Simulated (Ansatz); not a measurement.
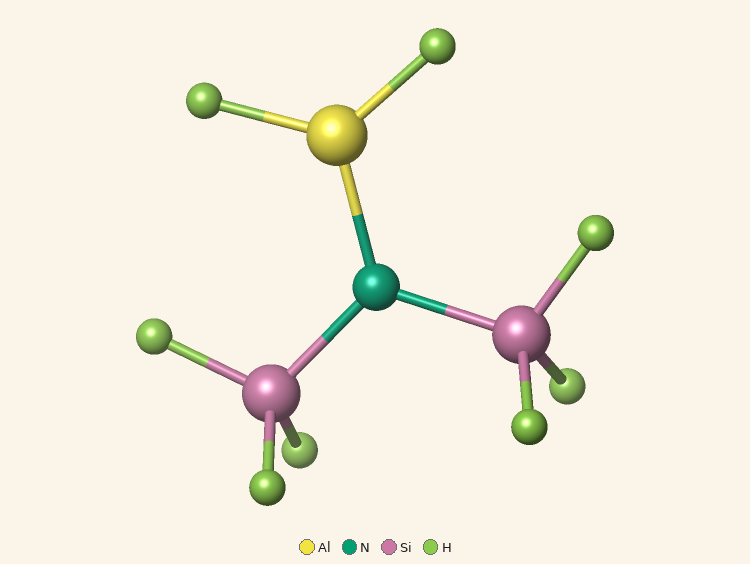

Computed geometry: PBE-D4/def2-SVP optimisation. No frequency run is at hand to confirm it as a minimum.

Draw it as a skeletal formula.

SMILES: [AlH2][N]([SiH3])[SiH3]

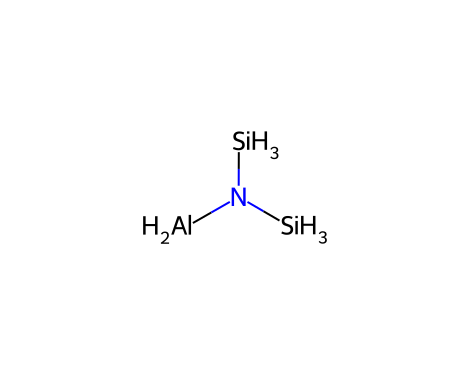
